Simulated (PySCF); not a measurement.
# C₂H₆Se: magnetic properties

Aim: compute the magnetic properties of C₂H₆Se (`C[Se]C`).

Computed with PySCF 2.14.0 and routines of our own; the level stands in each step. Atoms count from 0.

### 1 The system as given

9 atoms, charge 0, multiplicity 1; geometry from: GFN2-xTB.

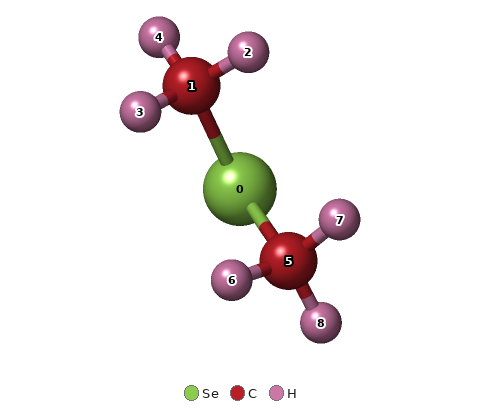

The starting geometry (selenium green, carbon red, hydrogen pink).

### 2 Magnetic properties: GIAO BP86/def2-SVP

The job: settings as JSON, then the geometry in Å.

```
{"job": {"kind": "mag", "xc": "BP86", "basis": "def2-SVP"}, "charge": 0, "multiplicity": 1}
Se    -0.000170    -0.000900    -1.301860
C      1.460270    -0.014980    -0.006060
H      1.395910    -0.918220     0.596060
H      1.389050     0.869340     0.623050
H      2.394000    -0.003240    -0.560630
C     -1.460380     0.015350    -0.006030
H     -1.399280     0.920840     0.593370
H     -1.386750    -0.867120     0.625100
H     -2.392660    -0.001060    -0.563000
```

Method: GIAO BP86/def2-SVP magnetisability, rotational g tensor and spin-rotation constants, non-relativistic, gas phase.

The run is started by

```console
$ OMP_NUM_THREADS=1 python excited_run.py task.json out
```

One launch serves the whole session: the jobs run in the order shown.

Log:

```text
coarse grid: 32528 points
cycle   1  E = -2481.2468891800  dE = -9.098e-01  |g| = 4.032e-01  |ddm| = 2.945e+00
cycle   2  E = -2481.1941102141  dE =  5.278e-02  |g| = 5.938e-01  |ddm| = 9.081e-01
cycle   3  E = -2481.2859843860  dE = -9.187e-02  |g| = 8.401e-02  |ddm| = 5.911e-01
cycle   4  E = -2481.2883849134  dE = -2.401e-03  |g| = 2.018e-02  |ddm| = 1.694e-01
cycle   5  E = -2481.2884881334  dE = -1.032e-04  |g| = 4.828e-03  |ddm| = 3.263e-02
cycle   6  E = -2481.2884911952  dE = -3.062e-06  |g| = 7.115e-04  |ddm| = 4.814e-03
final grid: 67728 points
cycle   7  E = -2481.2884498855  dE = -1.010e-07  |g| = 7.236e-04  |ddm| = 1.868e-03
cycle   8  E = -2481.2884497927  dE =  9.274e-08  |g| = 7.949e-04  |ddm| = 1.593e-03
cycle   9  E = -2481.2884499181  dE = -1.254e-07  |g| = 1.292e-04  |ddm| = 8.246e-04
cycle  10  E = -2481.2884499961  dE = -7.798e-08  |g| = 2.320e-05  |ddm| = 1.322e-04
cycle  11  E = -2481.2884499963  dE = -1.528e-10  |g| = 3.543e-06  |ddm| = 3.079e-05
converged SCF energy = -2481.2884499963

Magnetisability tensor (1e-30 J/T^2)
     -955.97        0.59        0.04
        0.59     -878.11       -0.11
        0.04       -0.11     -946.84
isotropic -926.97   principal values    -955.98   -946.84   -878.11
isotropic susceptibility -55.824 1e-6 cm^3/mol

Inertial axes            a          b          c
rot. const./GHz     11.3350     6.8502     4.5156
chi total           -57.570    -57.020    -52.881
chi diamagnetic    -176.828   -259.361   -349.054
chi paramagnetic    119.258    202.341    296.173
quadrupole/D A        3.886     -0.439     -3.447
g nuclear            0.6315     0.6554     0.6261
g electronic        -0.6351    -0.6512    -0.6283
g total             -0.0036     0.0043    -0.0022

Spin-rotation constants (kHz, H = +C I.J)
atom  isotope        aa         bb         cc
  2     1H       -1.191     -0.471     -0.076
  3     1H       -1.190     -0.445     -0.098
  4     1H       -0.127     -0.509     -0.527
  6     1H       -1.192     -0.472     -0.075
  7     1H       -1.190     -0.444     -0.099
  8     1H       -0.130     -0.507     -0.527
  0   77Se*      10.777     11.576      7.902
  1    13C*       1.361      0.820      0.649
* in the singly substituted isotopologue
```

It took 11 s on 1 thread of Arm Neoverse V1, shared host; peak memory 0.43 GiB.

In short:

| quantity | value |
| --- | --- |
| magnetisability | -927·10⁻³⁰ J/T² |
| molar susceptibility | -55.8·10⁻⁶ cm³/mol |
| rotational g (a, b, c) | -0.0036, 0.0043, -0.0022 |

Orbitals, density, ELF and potential are computed afterwards from the orbital file.

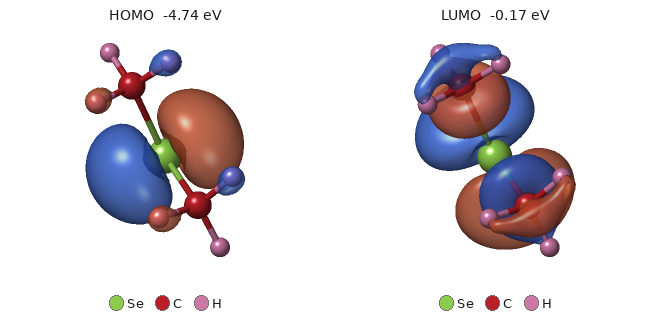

Frontier orbitals at BP86/def2-SVP; each surface holds 70 % of the orbital's density, blue and red mark the sign.

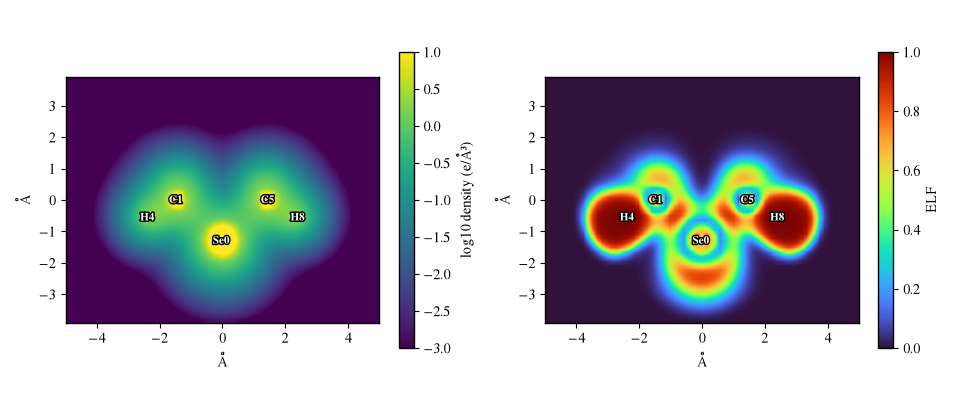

Density (left) and ELF (right) in a plane through or near 5 of the atoms.

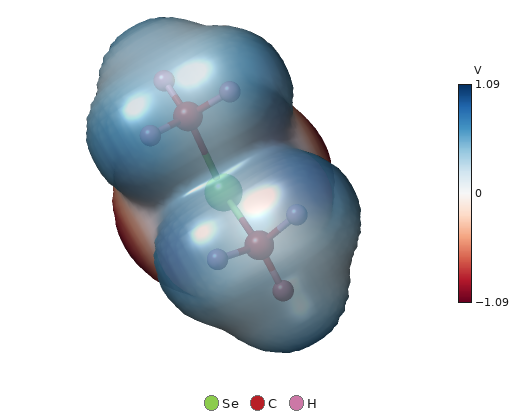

The potential that a unit positive charge feels on the 0.002 e/bohr³ surface, from the 1st to the 99th percentile, from -1.09 V near Se0 to 0.76 V near H8.

### 3 Magnetic properties: GIAO wB97X/def2-SVP

The job, as its differences from that of step 2:

```diff
@@ -1,2 +1,2 @@
-{"job": {"kind": "mag", "xc": "BP86", "basis": "def2-SVP"}, "charge": 0, "multiplicity": 1}
+{"job": {"kind": "mag", "xc": "wB97X", "basis": "def2-SVP"}, "charge": 0, "multiplicity": 1}
 Se    -0.000170    -0.000900    -1.301860
```

With the program's defaults for keys left out, this is: GIAO wB97X/def2-SVP magnetisability, rotational g tensor and spin-rotation constants, non-relativistic, gas phase.

Log:

```text
coarse grid: 32528 points
cycle   1  E = -2481.0140244619  dE = -8.477e-01  |g| = 1.942e-01  |ddm| = 2.826e+00
cycle   2  E = -2481.0261287819  dE = -1.210e-02  |g| = 8.928e-02  |ddm| = 4.313e-01
cycle   3  E = -2481.0282087329  dE = -2.080e-03  |g| = 3.035e-02  |ddm| = 1.173e-01
cycle   4  E = -2481.0284763902  dE = -2.677e-04  |g| = 9.255e-03  |ddm| = 3.626e-02
cycle   5  E = -2481.0284978566  dE = -2.147e-05  |g| = 1.791e-03  |ddm| = 1.399e-02
cycle   6  E = -2481.0284989585  dE = -1.102e-06  |g| = 6.265e-04  |ddm| = 4.129e-03
final grid: 67728 points
cycle   7  E = -2481.0281589944  dE = -4.430e-07  |g| = 4.015e-04  |ddm| = 2.159e-03
cycle   8  E = -2481.0281590238  dE = -2.935e-08  |g| = 2.191e-04  |ddm| = 6.396e-04
cycle   9  E = -2481.0281590314  dE = -7.608e-09  |g| = 3.659e-05  |ddm| = 1.825e-04
cycle  10  E = -2481.0281590320  dE = -6.066e-10  |g| = 1.132e-05  |ddm| = 8.937e-05
converged SCF energy = -2481.0281590320

Magnetisability tensor (1e-30 J/T^2)
     -988.00        0.75        0.03
        0.75     -896.26       -0.11
        0.03       -0.11     -964.59
isotropic -949.62   principal values    -988.01   -964.60   -896.25
isotropic susceptibility -57.187 1e-6 cm^3/mol

Inertial axes            a          b          c
rot. const./GHz     11.3350     6.8502     4.5156
chi total           -59.499    -58.089    -53.973
chi diamagnetic    -177.022   -259.456   -349.185
chi paramagnetic    117.523    201.366    295.212
quadrupole/D A        3.978     -0.516     -3.462
g nuclear            0.6315     0.6554     0.6261
g electronic        -0.6258    -0.6480    -0.6263
g total              0.0057     0.0074    -0.0002

Spin-rotation constants (kHz, H = +C I.J)
atom  isotope        aa         bb         cc
  2     1H       -1.208     -0.476     -0.092
  3     1H       -1.207     -0.451     -0.112
  4     1H       -0.175     -0.519     -0.524
  6     1H       -1.208     -0.477     -0.091
  7     1H       -1.206     -0.451     -0.113
  8     1H       -0.178     -0.517     -0.523
  0   77Se*       8.826     11.063      7.222
  1    13C*       1.190      0.713      0.575
* in the singly substituted isotopologue
```

Wall time 8.7 s (1 thread of Arm Neoverse V1, shared host); peak memory 0.63 GiB.

In short:

| quantity | value |
| --- | --- |
| magnetisability | -950·10⁻³⁰ J/T² |
| molar susceptibility | -57.2·10⁻⁶ cm³/mol |
| rotational g (a, b, c) | 0.0057, 0.0074, -0.0002 |

### 4 Magnetic properties side by side

| level | ξ (10⁻³⁰ J/T²) | g(a) | g(b) | gap (eV) | functions | time |
| --- | --- | --- | --- | --- | --- | --- |
| GIAO BP86/def2-SVP | -927 | -0.0036 | 0.0043 | 4.57 | 90 | 11 s |
| GIAO wB97X/def2-SVP | -950 | 0.0057 | 0.0074 | 11.25 | 90 | 8.7 s |

### 5 Outcome

| quantity | value |
| --- | --- |
| magnetisability (step 2, GIAO BP86/def2-SVP) | -927·10⁻³⁰ J/T² |
| molar susceptibility (step 2, GIAO BP86/def2-SVP) | -55.8·10⁻⁶ cm³/mol |
| rotational g (a, b, c) (step 2, GIAO BP86/def2-SVP) | -0.0036, 0.0043, -0.0022 |
| surface potential, 1st and 99th percentile | -1.09 V and 0.76 V |
| magnetisability over the levels | -950 to -927·10⁻³⁰ J/T² |

What this shows: Steps that list no spin-orbit terms leave them out, which matters at and beside the heavy atoms. The magnetisability spreads by 2.4 % over 2 levels of like cost. Two levels can agree by chance, so this spread shows no convergence. Vibrational averaging and real surroundings are missing from these values.
